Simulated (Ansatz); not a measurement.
# CH₄GeO + H₂: a complex and its separated parts

The complex below is one end of an elementary step. How strongly is it bound against its free parts?

Program: Ansatz 0.2.0, Gaussian basis. Level of theory: PBE0-D4/def2-TZVP structures, single points in def2-TZVPP, no counterpoise correction. These are calculated values, not measurements.

Levels: SPW92, PBE-D4, BLYP-D4, r2SCAN-D4, B97M-V, PBE0-D4, B3LYP-D4, r2SCAN0-D4, BHLYP-D4, CAM-B3LYP-D4, wB97X-V, wB97M-V, B2PLYP, PBE-QIDH, RPA on PBE, Hartree-Fock, MP2, CCSD, CCSD(T).

Cores are frozen in the correlated methods. Filled d shells of the heavier atoms are correlated. B3LYP uses VWN-RPA correlation. B2PLYP carries no dispersion term here.

56 further runs of the same task are left out: 56 set aside as unsound or not needed.

## Step 1: Starting geometry

The complex: 9 atoms, charge 0, spin multiplicity 1.

Atoms are counted from 1 here; the program's logs count them from 0.

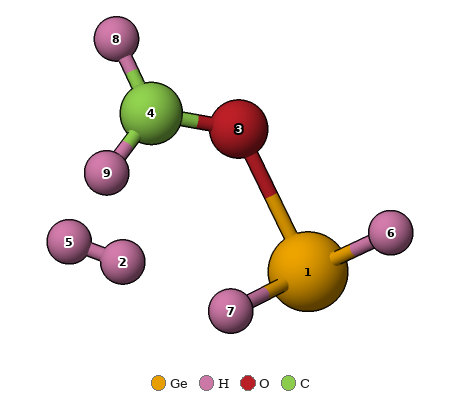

As it starts; germanium amber, hydrogen pink, oxygen red, carbon green; atoms are numbered from 1 in the order of the file.

Coordinates:

```xyz
9
CH6GeO
Ge   -1.4010   -1.1172    0.2055
H     1.4578   -1.5402   -0.4730
O    -0.2224    0.4282    0.9656
C     0.5054    1.1501    0.3126
H     2.0853   -1.1850   -0.6814
H    -2.6631   -0.3729    0.8117
H    -1.4435   -0.3231   -1.1836
H     1.2637    1.7566    0.8231
H     0.4178    1.2036   -0.7804
```

Its parts: CH₄GeO holds atoms 1, 3, 4, 6, 7, 8, 9; H₂ holds atoms 2, 5. Each part counts its atoms afresh in its own runs.

## Step 2: Relaxing CH₄GeO alone

Input file relax-a/in.yaml:

```yaml
crystal:
  periodic: [false, false, false]
  atoms:
    - {symbol: Ge, position_ang: [-1.400973, -1.117226, 0.205516]}
    - {symbol: O, position_ang: [-0.222402, 0.428241, 0.965567]}
    - {symbol: C, position_ang: [0.505397, 1.150062, 0.312643]}
    - {symbol: H, position_ang: [-2.663124, -0.372921, 0.811655]}
    - {symbol: H, position_ang: [-1.443461, -0.323090, -1.183646]}
    - {symbol: H, position_ang: [1.263666, 1.756623, 0.823091]}
    - {symbol: H, position_ang: [0.417805, 1.203618, -0.780411]}
basis:
  gaussian: {orbitals: def2-TZVP}
hamiltonian: {xc: pbe0, dispersion: d4}
relax: {f_tol: 0.005, max_steps: 200}
```

Run with:

```
$ ansatz run in.yaml --threads 4 --pin off --events-out ev --progress --plain --max-ram 9574MiB
```

The program printed (excerpt; [...] marks lines left out):

```text
Functional definition: PBE0
  name "PBE0"
  cite "Adamo & Barone, J. Chem. Phys. 110, 6158 (1999) doi:10.1063/1.478522"
  cite "Perdew, Burke & Ernzerhof, Phys. Rev. Lett. 77, 3865 (1996) doi:10.1103/PhysRevLett.77.3865"
  parent pbe
[...]
908 factors; their error is unknown
[...]
mean field -59656.03878839 eV, -2192.3189891578 hartree, gradient 2.9e-5 eV, S^2 0.000000; 0 other end points of the search recorded, 0 dependent functions left out
[...]
reference -59656.03881381 eV, -2192.3189900922 hartree; 25, 25 occupied and 109, 109 virtual orbitals, 908 factors
[...]
Total energy: -59656.13526708 eV, -2192.3225346846 hartree
Atom 0 at    -1.426849    -1.148406     0.210726 Å, force    -0.000004     0.000696     0.000601 eV/Å
Atom 1 at    -0.164901     0.373049     0.985334 Å, force     0.000424    -0.000104    -0.001010 eV/Å
Atom 2 at     0.491129     1.144349     0.318487 Å, force    -0.001335    -0.001093     0.000915 eV/Å
Atom 3 at    -2.646181    -0.299969     0.776620 Å, force    -0.000215    -0.000158    -0.000029 eV/Å
Atom 4 at    -1.387012    -0.337259    -1.174129 Å, force     0.000361    -0.000211    -0.000550 eV/Å
Atom 5 at     1.256876     1.764342     0.803217 Å, force     0.000795     0.000499    -0.000609 eV/Å
Atom 6 at     0.333846     1.229202    -0.765840 Å, force    -0.000026     0.000371     0.000682 eV/Å
Dipole moment:     0.596120     0.631023    -0.098962 e Å
```

It took 9.5 s on 4 threads of Intel Xeon 6975P-C, shared host.

Along the way: (the energy doesn't fall at every step)

```csv
step,energy from step 1 (eV),largest force component (eV/Å)
1,0.0000,0.1180
2,0.0186,0.6897
3,-0.0016,0.0934
4,-0.0033,0.2667
5,-0.0048,0.1213
6,-0.0051,0.0253
7,-0.0052,0.0358
8,-0.0052,0.0561
9,-0.0053,0.0126
10,-0.0053,0.0107
11,-0.0052,0.0287
12,-0.0053,0.0013
```

Close pairs (by a distance rule), those that changed most:

```csv
bond,before (Å),after (Å),change (Å)
Ge1–O2,2.087,2.123,+0.036
Ge1–H5,1.601,1.605,+0.005
Ge1–H4,1.586,1.590,+0.004
O2–C3,1.215,1.212,-0.003
C3–H7,1.098,1.099,+0.001
C3–H6,1.097,1.098,+0.001
```

## Step 3: Relaxing H₂ alone

Input file relax-b/in.yaml:

```yaml
crystal:
  periodic: [false, false, false]
  atoms:
    - {symbol: H, position_ang: [1.457785, -1.540182, -0.473031]}
    - {symbol: H, position_ang: [2.085307, -1.185025, -0.681386]}
basis:
  gaussian: {orbitals: def2-TZVP}
hamiltonian: {xc: pbe0, dispersion: d4}
relax: {f_tol: 0.005, max_steps: 200}
```

Run with:

```
$ ansatz run in.yaml --threads 4 --pin off --events-out ev --progress --plain --max-ram 9574MiB
```

The program printed (excerpt; [...] marks lines left out):

```text
[... 5 set-up lines as earlier in the session ...]
[...]
88 factors; their error is unknown
[...]
mean field -31.78829886 eV, -1.1681984360 hartree, gradient 1.7e-5 eV, S^2 0.000000; 0 other end points of the search recorded, 0 dependent functions left out
[...]
reference -31.78866849 eV, -1.1682120200 hartree; 1, 1 occupied and 11, 11 virtual orbitals, 88 factors
Total energy: -31.79027506 eV, -1.1682710601 hartree
Atom 0 at     1.459608    -1.539150    -0.473636 Å, force     0.002296     0.001300    -0.000762 eV/Å
Atom 1 at     2.083484    -1.186057    -0.680781 Å, force    -0.002296    -0.001300     0.000762 eV/Å
Dipole moment:    -0.000000    -0.000000     0.000000 e Å
```

It took 0.1 s on 4 threads of Intel Xeon 6975P-C, shared host.

The steps of the relaxation:

```csv
step,energy from step 1 (eV),largest force component (eV/Å)
1,0.0000,0.1321
2,-0.0004,0.0023
```

The bond:

```csv
bond,before (Å),after (Å),change (Å)
H1–H2,0.751,0.746,-0.004
```

## Step 4: SPW92/def2-TZVPP

Input file parta/in.yaml:

```yaml
crystal:
  periodic: [false, false, false]
  atoms:
    - {symbol: Ge, position_ang: [-1.426849, -1.148406, 0.210726]}
    - {symbol: O, position_ang: [-0.164901, 0.373049, 0.985334]}
    - {symbol: C, position_ang: [0.491129, 1.144349, 0.318487]}
    - {symbol: H, position_ang: [-2.646181, -0.299969, 0.776620]}
    - {symbol: H, position_ang: [-1.387012, -0.337259, -1.174129]}
    - {symbol: H, position_ang: [1.256876, 1.764342, 0.803217]}
    - {symbol: H, position_ang: [0.333846, 1.229202, -0.765840]}
basis:
  gaussian: {orbitals: def2-TZVPP}
hamiltonian: {xc: lda}
```

Input file partb/in.yaml:

```yaml
crystal:
  periodic: [false, false, false]
  atoms:
    - {symbol: H, position_ang: [1.459608, -1.539150, -0.473636]}
    - {symbol: H, position_ang: [2.083484, -1.186057, -0.680781]}
basis:
  gaussian: {orbitals: def2-TZVPP}
hamiltonian: {xc: lda}
```

One command serves all of them, each in its own folder.

Run with:

```
$ ansatz run in.yaml --threads 4 --pin off --events-out ev --progress --plain --max-ram 9574MiB
```

Output in parta (excerpt; [...] marks lines left out):

```text
Functional definition: SPW92
  name "SPW92"
  cite "Dirac, Proc. Camb. Phil. Soc. 26, 376 (1930) doi:10.1017/S0305004100016108"
  cite "Slater, Phys. Rev. 81, 385 (1951) doi:10.1103/PhysRev.81.385"
  cite "Perdew & Wang, Phys. Rev. B 45, 13244 (1992) doi:10.1103/PhysRevB.45.13244"
[...]
925 factors; their error is unknown
[...]
mean field -59555.71157786 eV, -2188.6320321753 hartree, gradient 5.1e-5 eV, S^2 0.000000; 1 other end points of the search recorded, 0 dependent functions left out
reference -59555.71161051 eV, -2188.6320333749 hartree; 25, 25 occupied and 141, 141 virtual orbitals, 925 factors
Total energy: -59555.71161051 eV, -2188.6320333749 hartree
```

Log of partb (excerpt; [...] marks lines left out):

```text
[... 5 set-up lines as earlier in the session ...]
[...]
118 factors; their error is unknown
[...]
mean field -30.93531681 eV, -1.1368519241 hartree, gradient 4.4e-5 eV, S^2 0.000000; 0 other end points of the search recorded, 0 dependent functions left out
reference -30.93533749 eV, -1.1368526840 hartree; 1, 1 occupied and 27, 27 virtual orbitals, 118 factors
Total energy: -30.93533749 eV, -1.1368526840 hartree
```

Times: 0.45 s (parta), 0.1 s (partb) on 4 threads of Intel Xeon 6975P-C, shared host.

## Step 5: PBE-D4/def2-TZVPP

The same edit goes into each in.yaml of step 4 (parta, partb):

```diff
-hamiltonian: {xc: lda}
+hamiltonian: {xc: pbe, dispersion: d4}
```

Each run has its own folder and the same command.

Run with:

```
$ ansatz run in.yaml --threads 4 --pin off --events-out ev --progress --plain --max-ram 9574MiB
```

parta printed (excerpt; [...] marks lines left out):

```text
Functional definition: PBE
  name "PBE"
[... 2 set-up lines as earlier in the session ...]
[...]
925 factors; their error is unknown
[...]
mean field -59654.68653385 eV, -2192.2692947202 hartree, gradient 6.0e-5 eV, S^2 0.000000; 1 other end points of the search recorded, 0 dependent functions left out
reference -59654.68656881 eV, -2192.2692960048 hartree; 25, 25 occupied and 141, 141 virtual orbitals, 925 factors
Total energy: -59654.79626143 eV, -2192.2733271342 hartree
```

Log of partb (excerpt; [...] marks lines left out):

```text
[... 4 set-up lines as earlier in the session ...]
[...]
118 factors; their error is unknown
[...]
mean field -31.73222689 eV, -1.1661378293 hartree, gradient 3.1e-5 eV, S^2 0.000000; 0 other end points of the search recorded, 0 dependent functions left out
reference -31.73224856 eV, -1.1661386259 hartree; 1, 1 occupied and 27, 27 virtual orbitals, 118 factors
Total energy: -31.73426780 eV, -1.1662128314 hartree
```

Times: 0.65 s (parta), 0.05 s (partb) on 4 threads of Intel Xeon 6975P-C, shared host.

## Step 6: BLYP-D4/def2-TZVPP

The same edit goes into each in.yaml of step 5 (parta, partb):

```diff
-hamiltonian: {xc: pbe, dispersion: d4}
+hamiltonian: {xc: {name: BLYP}, dispersion: d4}
```

One command serves all of them, each in its own folder.

Run with:

```
$ ansatz run in.yaml --threads 4 --pin off --events-out ev --progress --plain --max-ram 9574MiB
```

Output in parta (excerpt; [...] marks lines left out):

```text
Functional definition: BLYP
  name "BLYP"
  cite "Becke, Phys. Rev. A 38, 3098 (1988) doi:10.1103/PhysRevA.38.3098"
  cite "Lee, Yang & Parr, Phys. Rev. B 37, 785 (1988) doi:10.1103/PhysRevB.37.785"
[...]
925 factors; their error is unknown
[...]
mean field -59667.83450018 eV, -2192.7524735707 hartree, gradient 5.6e-5 eV, S^2 0.000000; 1 other end points of the search recorded, 0 dependent functions left out
reference -59667.83481620 eV, -2192.7524851844 hartree; 25, 25 occupied and 141, 141 virtual orbitals, 925 factors
Total energy: -59668.08120997 eV, -2192.7615399884 hartree
```

Output in partb (excerpt; [...] marks lines left out):

```text
[... 4 set-up lines as earlier in the session ...]
[...]
118 factors; their error is unknown
[...]
mean field -31.82604717 eV, -1.1695856610 hartree, gradient 8.3e-5 eV, S^2 0.000000; 0 other end points of the search recorded, 0 dependent functions left out
reference -31.82623959 eV, -1.1695927325 hartree; 1, 1 occupied and 27, 27 virtual orbitals, 118 factors
Total energy: -31.83113752 eV, -1.1697727280 hartree
```

Times: 0.7 s (parta), 0.1 s (partb) on 4 threads of Intel Xeon 6975P-C, shared host.

## Step 7: r2SCAN-D4/def2-TZVPP

Each input of step 6 (parta, partb) changes in the same lines:

```diff
-hamiltonian: {xc: {name: BLYP}, dispersion: d4}
+hamiltonian: {xc: r2scan, dispersion: d4}
```

The same command starts each run, in its folder.

Run with:

```
$ ansatz run in.yaml --threads 4 --pin off --events-out ev --progress --plain --max-ram 9574MiB
```

parta printed (excerpt; [...] marks lines left out):

```text
Functional definition: r2SCAN
  name "r2SCAN"
  cite "Furness, Kaplan, Ning, Perdew & Sun, J. Phys. Chem. Lett. 11, 8208 (2020) doi:10.1021/acs.jpclett.0c02405"
  cite "Furness, Kaplan, Ning, Perdew & Sun, J. Phys. Chem. Lett. 11, 9248 (2020) doi:10.1021/acs.jpclett.0c03077"
  parent r2scan
[...]
925 factors; their error is unknown
[...]
mean field -59664.84831766 eV, -2192.6427333873 hartree, gradient 7.2e-5 eV, S^2 0.000000; 0 other end points of the search recorded, 0 dependent functions left out
reference -59664.84832784 eV, -2192.6427337614 hartree; 25, 25 occupied and 141, 141 virtual orbitals, 925 factors
Total energy: -59664.87378615 eV, -2192.6436693372 hartree
```

partb printed (excerpt; [...] marks lines left out):

```text
[... 5 set-up lines as earlier in the session ...]
[...]
118 factors; their error is unknown
[...]
mean field -31.87204563 eV, -1.1712760732 hartree, gradient 4.1e-5 eV, S^2 0.000000; 0 other end points of the search recorded, 0 dependent functions left out
reference -31.87205225 eV, -1.1712763164 hartree; 1, 1 occupied and 27, 27 virtual orbitals, 118 factors
Total energy: -31.87255363 eV, -1.1712947420 hartree
```

Times: 1 s (parta), 0.15 s (partb) on 4 threads of Intel Xeon 6975P-C, shared host.

## Step 8: B97M-V/def2-TZVPP

Each input of step 7 (parta, partb) changes in the same lines:

```diff
-hamiltonian: {xc: r2scan, dispersion: d4}
+hamiltonian: {xc: {name: B97M-V}}
```

Each run has its own folder and the same command.

Run with:

```
$ ansatz run in.yaml --threads 4 --pin off --events-out ev --progress --plain --max-ram 9574MiB
```

Output in parta (excerpt; [...] marks lines left out):

```text
Functional definition: B97M-V
  name "B97M-V"
  cite "Mardirossian & Head-Gordon, J. Chem. Phys. 142, 074111 (2015) doi:10.1063/1.4907719"
  cite "Becke, J. Chem. Phys. 107, 8554 (1997) doi:10.1063/1.475007"
  cite "Vydrov & Van Voorhis, J. Chem. Phys. 133, 244103 (2010) doi:10.1063/1.3521275"
  # Of w^i u^j: cxij and so on, Table III.
[...]
  gx(w, u) = cx00 + cx01*u + cx02*u^2 + (cx10 + cx11*u)*w
[...]
  gos(w, u) = cos00 + cos01*u + cos03*u^3 + cos10*w + cos32*w^3*u^2
[...]
      + integral(e_c_pw_mod_opposite_spin*gos(b97_w_opposite, b97_u_opposite)) + vv10(b, c)
925 factors; their error is unknown
[...]
mean field -59655.70480964 eV, -2192.3067156652 hartree, gradient 5.3e-5 eV, S^2 0.000000; 0 other end points of the search recorded, 0 dependent functions left out
reference -59655.70486100 eV, -2192.3067175527 hartree; 25, 25 occupied and 141, 141 virtual orbitals, 925 factors
Total energy: -59655.70486100 eV, -2192.3067175527 hartree
```

Log of partb (excerpt; [...] marks lines left out):

```text
[... 5 set-up lines as earlier in the session ...]
  # Of w^i u^j: cxij and so on, Table III.
[...]
  gx(w, u) = cx00 + cx01*u + cx02*u^2 + (cx10 + cx11*u)*w
  gss(w, u) = css00 + css02*u^2 + css10*w + (css32*w^3 + css42*w^4)*u^2
  gos(w, u) = cos00 + cos01*u + cos03*u^3 + cos10*w + cos32*w^3*u^2
[...]
      + integral(e_c_pw_mod_opposite_spin*gos(b97_w_opposite, b97_u_opposite)) + vv10(b, c)
118 factors; their error is unknown
[...]
mean field -31.90527815 eV, -1.1724973459 hartree, gradient 8.2e-6 eV, S^2 0.000000; 0 other end points of the search recorded, 0 dependent functions left out
reference -31.90530783 eV, -1.1724984367 hartree; 1, 1 occupied and 27, 27 virtual orbitals, 118 factors
Total energy: -31.90530783 eV, -1.1724984367 hartree
```

They took 2.3 s (parta), 0.15 s (partb) on 4 threads of Intel Xeon 6975P-C, shared host.

## Step 9: PBE0-D4/def2-TZVPP

Each input of step 8 (parta, partb) changes in the same lines:

```diff
-hamiltonian: {xc: {name: B97M-V}}
+hamiltonian: {xc: pbe0, dispersion: d4}
+output: {orbitals: {seedname: orbitals}}
```

The same command starts each run, in its folder.

Run with:

```
$ ansatz run in.yaml --threads 4 --pin off --events-out ev --progress --plain --max-ram 9574MiB
```

Output in parta (excerpt; [...] marks lines left out):

```text
[... 5 set-up lines as earlier in the session ...]
[...]
968 factors; their error is unknown
[...]
mean field -59656.07401995 eV, -2192.3202838938 hartree, gradient 3.6e-5 eV, S^2 0.000000; 0 other end points of the search recorded, 0 dependent functions left out
reference -59656.07404569 eV, -2192.3202848398 hartree; 25, 25 occupied and 141, 141 virtual orbitals, 968 factors
Total energy: -59656.16572835 eV, -2192.3236541153 hartree
```

Output in partb (excerpt; [...] marks lines left out):

```text
[... 5 set-up lines as earlier in the session ...]
[...]
118 factors; their error is unknown
[...]
mean field -31.79610665 eV, -1.1684853673 hartree, gradient 5.5e-5 eV, S^2 0.000000; 0 other end points of the search recorded, 0 dependent functions left out
reference -31.79612264 eV, -1.1684859550 hartree; 1, 1 occupied and 27, 27 virtual orbitals, 118 factors
Total energy: -31.79772921 eV, -1.1685449951 hartree
```

Times: 0.8 s (parta), 0.1 s (partb) on 4 threads of Intel Xeon 6975P-C, shared host.

## Step 10: B3LYP-D4/def2-TZVPP

Each input of step 9 (parta, partb) changes in the same lines:

```diff
-hamiltonian: {xc: pbe0, dispersion: d4}
-output: {orbitals: {seedname: orbitals}}
+hamiltonian: {xc: {name: B3LYP}, dispersion: d4}
```

Each run has its own folder and the same command.

Run with:

```
$ ansatz run in.yaml --threads 4 --pin off --events-out ev --progress --plain --max-ram 9574MiB
```

Output in parta (excerpt; [...] marks lines left out):

```text
Functional definition: B3LYP
  name "B3LYP"
  cite "Stephens, Devlin, Chabalowski & Frisch, J. Phys. Chem. 98, 11623 (1994) doi:10.1021/j100096a001"
[... 2 set-up lines as earlier in the session ...]
  cite "Vosko, Wilk & Nusair, Can. J. Phys. 58, 1200 (1980) doi:10.1139/p80-159"
[...]
956 factors; their error is unknown
[...]
mean field -59668.39485617 eV, -2192.7730662735 hartree, gradient 3.9e-5 eV, S^2 0.000000; 0 other end points of the search recorded, 0 dependent functions left out
reference -59668.39508918 eV, -2192.7730748365 hartree; 25, 25 occupied and 141, 141 virtual orbitals, 956 factors
Total energy: -59668.57353789 eV, -2192.7796327058 hartree
```

Output in partb (excerpt; [...] marks lines left out):

```text
[... 6 set-up lines as earlier in the session ...]
[...]
118 factors; their error is unknown
[...]
mean field -32.10922408 eV, -1.1799922207 hartree, gradient 4.6e-5 eV, S^2 0.000000; 0 other end points of the search recorded, 0 dependent functions left out
reference -32.10936619 eV, -1.1799974429 hartree; 1, 1 occupied and 27, 27 virtual orbitals, 118 factors
Total energy: -32.11251729 eV, -1.1801132439 hartree
```

Times: 0.8 s (parta), 0.1 s (partb) on 4 threads of Intel Xeon 6975P-C, shared host.

## Step 11: r2SCAN0-D4/def2-TZVPP

Each input of step 10 (parta, partb) changes in the same lines:

```diff
-hamiltonian: {xc: {name: B3LYP}, dispersion: d4}
+hamiltonian: {xc: {name: r2SCAN0}, dispersion: d4}
```

Each run has its own folder and the same command.

Run with:

```
$ ansatz run in.yaml --threads 4 --pin off --events-out ev --progress --plain --max-ram 9574MiB
```

Log of parta (excerpt; [...] marks lines left out):

```text
Functional definition: r2SCAN0
  name "r2SCAN0"
  cite "Bursch, Neugebauer, Ehlert & Grimme, J. Chem. Phys. 156, 134105 (2022) doi:10.1063/5.0086040"
[... 3 set-up lines as earlier in the session ...]
[...]
968 factors; their error is unknown
[...]
mean field -59663.76091256 eV, -2192.6027719868 hartree, gradient 4.8e-5 eV, S^2 0.000000; 0 other end points of the search recorded, 0 dependent functions left out
reference -59663.76092063 eV, -2192.6027722833 hartree; 25, 25 occupied and 141, 141 virtual orbitals, 968 factors
Total energy: -59663.79100235 eV, -2192.6038777662 hartree
```

Log of partb (excerpt; [...] marks lines left out):

```text
[... 6 set-up lines as earlier in the session ...]
[...]
118 factors; their error is unknown
[...]
mean field -31.85186117 eV, -1.1705343081 hartree, gradient 1.4e-5 eV, S^2 0.000000; 0 other end points of the search recorded, 0 dependent functions left out
reference -31.85186630 eV, -1.1705344965 hartree; 1, 1 occupied and 27, 27 virtual orbitals, 118 factors
Total energy: -31.85240768 eV, -1.1705543918 hartree
```

They took 1.3 s (parta), 0.2 s (partb) on 4 threads of Intel Xeon 6975P-C, shared host.

## Step 12: BHLYP-D4/def2-TZVPP

Each input of step 11 (parta, partb) changes in the same lines:

```diff
-hamiltonian: {xc: {name: r2SCAN0}, dispersion: d4}
+hamiltonian: {xc: {name: BHLYP}, dispersion: d4}
```

The same command starts each run, in its folder.

Run with:

```
$ ansatz run in.yaml --threads 4 --pin off --events-out ev --progress --plain --max-ram 9574MiB
```

Output in parta (excerpt; [...] marks lines left out):

```text
Functional definition: BHLYP
  name "BHLYP"
  cite "Becke, J. Chem. Phys. 98, 1372 (1993) doi:10.1063/1.464304"
[... 2 set-up lines as earlier in the session ...]
[...]
1094 factors; their error is unknown
[...]
mean field -59664.56243944 eV, -2192.6322275566 hartree, gradient 2.4e-5 eV, S^2 0.000000; 0 other end points of the search recorded, 0 dependent functions left out
reference -59664.56259538 eV, -2192.6322332873 hartree; 25, 25 occupied and 141, 141 virtual orbitals, 1094 factors
Total energy: -59664.69789784 eV, -2192.6372055610 hartree
```

Log of partb (excerpt; [...] marks lines left out):

```text
[... 5 set-up lines as earlier in the session ...]
[...]
118 factors; their error is unknown
[...]
mean field -31.83804397 eV, -1.1700265354 hartree, gradient 5.6e-5 eV, S^2 0.000000; 0 other end points of the search recorded, 0 dependent functions left out
reference -31.83813954 eV, -1.1700300473 hartree; 1, 1 occupied and 27, 27 virtual orbitals, 118 factors
Total energy: -31.83988314 eV, -1.1700941235 hartree
```

Wall times: 0.8 s (parta), 0.1 s (partb) on 4 threads of Intel Xeon 6975P-C, shared host.

[end of part 1 of 2]
